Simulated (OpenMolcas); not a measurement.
**TiBr₄: single-point calculation (part 1 of 2)**

System: TiBr₄.
Method: CASPT2/ANO-RCC-VDZP, DKH2 (OpenMolcas 26.06).

The geometry comes from this level: GFN2-xTB.

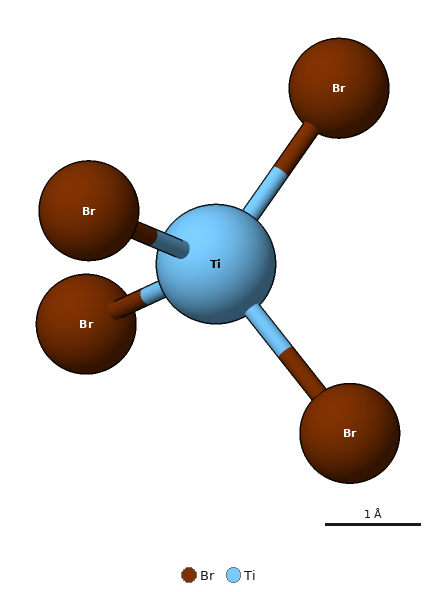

**Figure 1.** The structure as given in the input (ball-and-stick view, seen at a tilt). Sticks mark near contacts. Bond lengths as drawn: Br–Ti 2.34 Å.

## Results in brief

| quantity | value |
| --- | --- |
| outcome | converged |
| total energy | −11271.115979 hartree |
| CASSCF energy | −11270.282576 hartree |
| basis functions | 142 |
| hardware | 1 thread of Arm Neoverse V1, 24 GiB of memory available, shared host |
| wall time | 85 s |
| peak memory | 0.27 GiB |

## Input
```
>>> EXPORT MOLCAS_PRINT=2

&gateway
  coord
  5
  bohr
  Br    -2.06424233     0.03707643     3.91611724
  Ti     0.00009449    -0.00020787     0.00011338
  Br     3.74696786    -2.33430309     0.32896352
  Br    -2.63206724    -1.85474729    -3.03799931
  Br     0.94922833     4.15216293    -1.20719484
  basis = ANO-RCC-VDZP
  group = NoSym
  ricd

&seward

&rasscf
  fileorb = $CurrDir/step2.RasOrb
  spin = 1
  nactel = 2 0 0
  inactive = 80
  ras2 = 2
  orblisting = Nothing

&caspt2
  imaginary = 0.2
```

Launched with:
```bash
export MOLCAS_MEM=1860
pymolcas step3.input > step3.log
```

## What the program printed
```
--- Start Module: gateway ---

                                              &GATEWAY

                       available to each process: 1.9 GB of memory, 1 thread

++    Symmetry information:
      ---------------------

                    Character Table for C1

                             E
                    a        1  x, y, xy, Rz, z, xz, Ry, yz, Rx, I
--

++    Basis set information:
      ----------------------

      Basis set label: BR.ANO-RCC...5S4P2D.

      Electronic valence basis set:
      ------------------
      Associated Effective Charge  35.000000 au
      Associated Actual Charge     35.000000 au
      Nuclear Model: Point charge

      Shell  nPrim  nBasis  Cartesian Spherical Contaminant
         s      20       5        X
         p      17       4        X
         d      11       2                 X

      Basis set label: TI.ANO-RCC...5S4P2D1F.

      Electronic valence basis set:
      ------------------
      Associated Effective Charge  22.000000 au
      Associated Actual Charge     22.000000 au
      Nuclear Model: Point charge

      Shell  nPrim  nBasis  Cartesian Spherical Contaminant
         s      21       5        X
         p      15       4        X
         d      10       2                 X
         f       6       1                 X

      Basis set label: BR.ANO-RCC...5S4P2D.

      Electronic valence basis set:
      ------------------
      Associated Effective Charge  35.000000 au
      Associated Actual Charge     35.000000 au
      Nuclear Model: Point charge

      Shell  nPrim  nBasis  Cartesian Spherical Contaminant
         s      20       5        X
         p      17       4        X
         d      11       2                 X
--

++    Molecular structure info:
      -------------------------

                    ************************************************
                    **** Cartesian Coordinates / bohr, angstrom ****
                    ************************************************

     Center  Label                x              y              z                     x              y              z
        1      BR1             -2.064242       0.037076       3.916117             -1.092350       0.019620       2.072320
        2      TI2              0.000094      -0.000208       0.000113              0.000050      -0.000110       0.000060
        3      BR3              3.746968      -2.334303       0.328964              1.982810      -1.235260       0.174080
        4      BR4             -2.632067      -1.854747      -3.037999             -1.392830      -0.981490      -1.607640
        5      BR5              0.949228       4.152163      -1.207195              0.502310       2.197230      -0.638820

                    ***************************************
                    *    InterNuclear Distances / bohr    *
                    ***************************************

               1 BR1           2 TI2           3 BR3           4 BR4           5 BR5
    1 BR1      0.000000
    2 TI2      4.426959        0.000000
    3 BR3      7.229196        4.426647        0.000000
    4 BR4      7.229188        4.426931        7.229004        0.000000
    5 BR5      7.229334        4.427260        7.229203        7.229142        0.000000

                    *******************************************
                    *    InterNuclear Distances / angstrom    *
                    *******************************************

               1 BR1           2 TI2           3 BR3           4 BR4           5 BR5
    1 BR1      0.000000
    2 TI2      2.342646        0.000000
    3 BR3      3.825526        2.342481        0.000000
    4 BR4      3.825522        2.342631        3.825424        0.000000
    5 BR5      3.825599        2.342805        3.825529        3.825497        0.000000
--

            Nuclear Potential Energy           1712.45185758 au

--- Stop Module: gateway /rc=_RC_ALL_IS_WELL_ ---
--- Module gateway spent 6 seconds ---

--- Start Module: seward ---

                                              &SEWARD

                       available to each process: 1.9 GB of memory, 1 thread

               SEWARD will generate:
                  Multipole Moment integrals up to order  2
                  Kinetic Energy integrals
                  Nuclear Attraction integrals (point charge)
                  One-Electron Hamiltonian integrals
                  Velocity integrals
                  Relativistic Douglas-Kroll-Hess integrals:
                    - Parametrization         : EXP
                    - DKH order of Hamiltonian: 2
                    - DKH order of Properties : 0
                         - multipole moment operators
                         - electric potential operators
                         - contact operators
                  Orbital angular momentum around ( -0.0000   0.0000  -0.0000 )
                  Velocity quadrupole around ( -0.0000   0.0000  -0.0000 )
                  Atomic mean-field integrals
                  RI decomposed two-electron repulsion integrals stored Cholesky style
                   - acCD auxiliary basis
                   - CD Threshold:   1.00E-04

                   Integrals are discarded if absolute value <: 1.00E-14
                   Integral cutoff threshold is set to       <: 1.00E-16

            Nuclear Potential Energy           1712.45185758 au

      Basis set specifications :
      Symmetry species         a
      Basis functions          142

--- Stop Module: seward /rc=_RC_ALL_IS_WELL_ ---
--- Module seward spent 12 seconds ---

--- Start Module: rasscf ---

                                              &RASSCF

                       available to each process: 1.9 GB of memory, 1 thread

      Header of the ONEINT file:
      --------------------------

      OrdInt status: non-squared

      Cartesian coordinates in angstrom:
      -----------------------------------------------------
      No.  Label        X            Y            Z
      -----------------------------------------------------
       1   BR1       -1.09235000   0.01962000   2.07232000
       2   TI2        0.00005000  -0.00011000   0.00006000
       3   BR3        1.98281000  -1.23526000   0.17408000
       4   BR4       -1.39283000  -0.98149000  -1.60764000
       5   BR5        0.50231000   2.19723000  -0.63882000
      -----------------------------------------------------
      Nuclear repulsion energy = 1712.45185758

++    Wave function specifications:
      -----------------------------

      Number of closed shell electrons         160
      Number of electrons in active shells       2
      Max number of holes in RAS1 space          0
      Max nr of electrons in RAS3 space          0
      Number of inactive orbitals               80
      Number of active orbitals                  2
      Number of secondary orbitals              60
      Spin quantum number                      0.0
      State symmetry                             1
--

++    Orbital specifications:
      -----------------------

      Symmetry species                           1
                                                 a
      Frozen orbitals                            0
      Inactive orbitals                         80
      Active orbitals                            2
      RAS1 orbitals                              0
      RAS2 orbitals                              2
      RAS3 orbitals                              0
      Secondary orbitals                        60
      Deleted orbitals                           0
      Number of basis functions                142
--

++    CI expansion specifications:
      ----------------------------

      Number of CSFs                             3
      Number of spin combinations                3
      Number of determinants                     4
      Number of root(s) required                 1
      Root chosen for geometry opt.              1
      CI root used                               1

      highest root included in the CI            1
      max. size of the explicit Hamiltonian      3
--

++    Optimization specifications:
      ----------------------------

      RASSCF algorithm: LK RI/DF
      Maximum number of macro iterations       200
      Maximum number of SX iterations          100
      Threshold for RASSCF energy            1.000E-08
      Threshold for max MO rotation          1.000E-01
      Threshold for max BLB element          1.000E-04
      Level shift parameter                  5.000E-01
      Make Quasi-Newton update
--

      The MO-coefficients are taken from the file:
      step2.RasOrb
      Title: RASSCF average (pseudo-natural) orbitals

      Total molecular charge    0.00

      ************************************************************************************************************************
      *                                            Wave function control section                                             *
      ************************************************************************************************************************

                                         RASSCF iterations: Energy and convergence statistics
                                         ----------------------------------------------------

          iter iter root      energy       change     param      element    value   shift minimum  type update hh:mm:ss
 Nr of preliminary CI iterations:   1
      Total energies have been shifted. Add               -11000.00 au
        1   1    6    1  -270.28257456    0.00E+00  -6.91E-04   63 135 1 -1.12E-03*  0.08   0.00    SX    NO    0:00:02
        2   1    6    1  -270.28257596   -1.41E-06* -3.40E-04   63 135 1  5.19E-04*  0.08   0.00    SX    NO    0:00:01
        3   1    6    1  -270.28257561    3.52E-07*  3.60E-04   63 135 1 -5.52E-04*  0.08   0.00    SX    NO    0:00:01
        4   1    6    1  -270.28257546    1.48E-07* -4.27E-04   63 135 1  6.62E-04*  0.08   0.00    SX    NO    0:00:01
        5   1    6    1  -270.28257484    6.26E-07* -4.01E-04   63 135 1 -8.43E-04*  0.08   0.46    SX   YES    0:00:01
        6   1    6    1  -270.28257581   -9.72E-07* -4.13E-04   63 135 1  5.74E-04*  0.08   0.58    SX   YES    0:00:01
        7   1    6    1  -270.28257496    8.50E-07* -3.89E-04   63 135 1 -7.98E-04*  0.08   0.42    SX   YES    0:00:01
        8   1    6    1  -270.28257586   -9.05E-07* -3.87E-04   63 135 1  5.44E-04*  0.08   0.59    SX   YES    0:00:01
        9   1    6    1  -270.28257506    8.06E-07* -3.71E-04   63 135 1 -7.58E-04*  0.08   0.41    SX   YES    0:00:01
       10   1    6    1  -270.28257590   -8.46E-07* -3.64E-04   63 135 1  5.15E-04*  0.08   0.59    SX   YES    0:00:01
       11   1    6    1  -270.28257516    7.42E-07* -3.53E-04   63 135 1 -7.19E-04*  0.08   0.41    SX   YES    0:00:01
       12   1    6    1  -270.28257593   -7.70E-07* -3.44E-04   63 135 1  4.88E-04*  0.08   0.59    SX   YES    0:00:01
       13   1    6    1  -270.28257526    6.70E-07* -3.35E-04   63 135 1 -6.82E-04*  0.08   0.41    SX   YES    0:00:01
       14   1    6    1  -270.28257596   -7.01E-07* -3.24E-04   63 135 1  4.62E-04*  0.08   0.59    SX   YES    0:00:01
       15   1    6    1  -270.28257536    6.07E-07* -3.18E-04   63 135 1 -6.45E-04*  0.08   0.41    SX   YES    0:00:01
       16   1    6    1  -270.28257599   -6.31E-07* -3.06E-04   63 135 1  4.37E-04*  0.08   0.59    SX   YES    0:00:01
       17   1    6    1  -270.28257544    5.45E-07* -3.01E-04   63 135 1 -6.11E-04*  0.08   0.41    SX   YES    0:00:01
       18   1    6    1  -270.28257601   -5.68E-07* -2.89E-04   63 135 1  4.13E-04*  0.08   0.60    SX   YES    0:00:01
       19   1    6    1  -270.28257552    4.89E-07* -2.85E-04   63 135 1 -5.78E-04*  0.08   0.41    SX   YES    0:00:01
       20   1    6    1  -270.28257603   -5.11E-07* -2.73E-04   63 135 1  3.91E-04*  0.08   0.60    SX   YES    0:00:01
       21   1    6    1  -270.28257559    4.39E-07* -2.70E-04   63 135 1 -5.47E-04*  0.08   0.41    SX   YES    0:00:01
       22   1    6    1  -270.28257605   -4.57E-07* -2.58E-04   63 135 1  3.70E-04*  0.08   0.60    SX   YES    0:00:01
       23   1    6    1  -270.28257566    3.91E-07* -2.56E-04   63 135 1 -5.18E-04*  0.08   0.41    SX   YES    0:00:01
       24   1    6    1  -270.28257607   -4.08E-07* -2.44E-04   63 135 1  3.50E-04*  0.08   0.60    SX   YES    0:00:01
       25   1    6    1  -270.28257572    3.50E-07* -2.42E-04   63 135 1 -4.90E-04*  0.08   0.41    SX   YES    0:00:01
       26   1    6    1  -270.28257608   -3.65E-07* -2.31E-04   63 135 1  3.31E-04*  0.08   0.60    SX   YES    0:00:01
       27   1    6    1  -270.28257577    3.13E-07* -2.29E-04   63 135 1 -4.64E-04*  0.08   0.41    SX   YES    0:00:01
       28   1    6    1  -270.28257610   -3.28E-07* -2.19E-04   63 135 1  3.13E-04*  0.08   0.60    SX   YES    0:00:01
       29   1    6    1  -270.28257581    2.81E-07* -2.17E-04   63 135 1 -4.39E-04*  0.08   0.41    SX   YES    0:00:01
       30   1    6    1  -270.28257611   -2.92E-07* -2.07E-04   63 135 1  2.96E-04*  0.08   0.59    SX   YES    0:00:01
       31   1    6    1  -270.28257585    2.56E-07* -2.05E-04   63 135 1 -4.15E-04*  0.08   0.41    SX   YES    0:00:01
       32   1    6    1  -270.28257612   -2.69E-07* -1.96E-04   63 135 1  2.80E-04*  0.08   0.60    SX   YES    0:00:01
       33   1    6    1  -270.28257589    2.30E-07* -1.94E-04   63 135 1 -3.93E-04*  0.08   0.41    SX   YES    0:00:01
       34   1    6    1  -270.28257613   -2.41E-07* -1.85E-04   63 135 1  2.65E-04*  0.08   0.60    SX   YES    0:00:01
       35   1    6    1  -270.28257592    2.09E-07* -1.84E-04   63 135 1 -3.72E-04*  0.08   0.41    SX   YES    0:00:01
       36   1    6    1  -270.28257614   -2.20E-07* -7.30E-05   63 135 1  2.51E-04*  0.08   0.60    QN   YES    0:00:01
       37   1    5    1  -270.28257620   -6.03E-08* -3.18E-05   74  85 1 -8.50E-05   0.08   0.56    LS   YES    0:00:01
       38   1    5    1  -270.28257620    3.26E-09  -4.24E-05   63 135 1  6.72E-05   0.08   0.42    SX   YES    0:00:01
      Convergence after 38 iterations
       39   1    5    1  -270.28257620   -7.21E-09  -4.24E-05   65 133 1  4.23E-05   0.08   0.42    SX   YES    0:00:01

      ************************************************************************************************************************
                                                      Wave function printout:
                       occupation of active orbitals, and spin coupling of open shells (u,d: Spin up or down)
      ************************************************************************************************************************

      Note: transformation to natural orbitals
      has been made, which may change the order of the CSFs.
```
